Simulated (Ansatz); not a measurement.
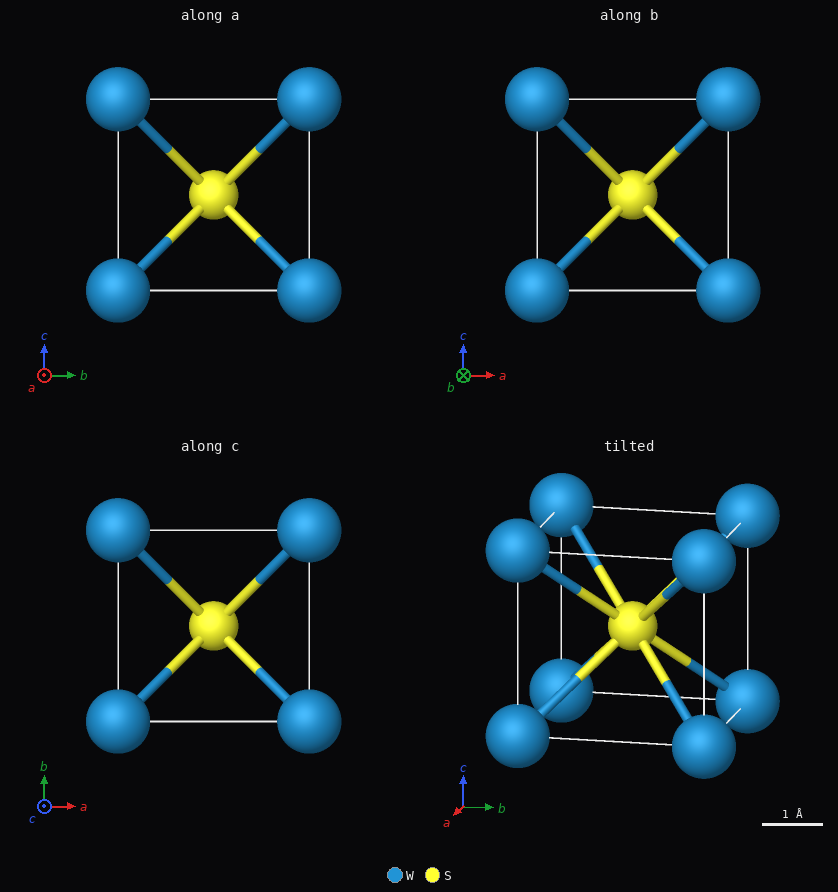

The image is a ball-and-stick drawing of a crystal, viewed along the a axis, along the b axis, along the c axis and slightly off an axis. Lines trace the edges of the conventional unit cell.

Lattice parameters: a = 3.2404 Å, b = 3.2404 Å, c = 3.2404 Å, α = 90.000°, β = 90.000°, γ = 90.000°.

### Reconstruct the structure as a CIF with its space group and independent sites.

```cif
data_structure
_symmetry_space_group_name_H-M 'P m -3 m'
_symmetry_Int_Tables_number 221
_cell_length_a 3.2404
_cell_length_b 3.2404
_cell_length_c 3.2404
_cell_angle_alpha 90.000
_cell_angle_beta 90.000
_cell_angle_gamma 90.000
_cell_volume 34.03
loop_
_atom_site_label
_atom_site_type_symbol
_atom_site_symmetry_multiplicity
_atom_site_Wyckoff_symbol
_atom_site_fract_x
_atom_site_fract_y
_atom_site_fract_z
_atom_site_occupancy
W1 W 1 a 0.0000 0.0000 0.0000 1
S1 S 1 b 0.5000 0.5000 0.5000 1
```

The structure was taken from a structure type filled with these elements by a generator (whether the compound takes this form wasn't checked). Earlier steps of the study, as a rule a relaxation of our own, may have changed the cell and positions, so they can lie some per cent off the listed ones. It was set up as input for a calculation with Ansatz.
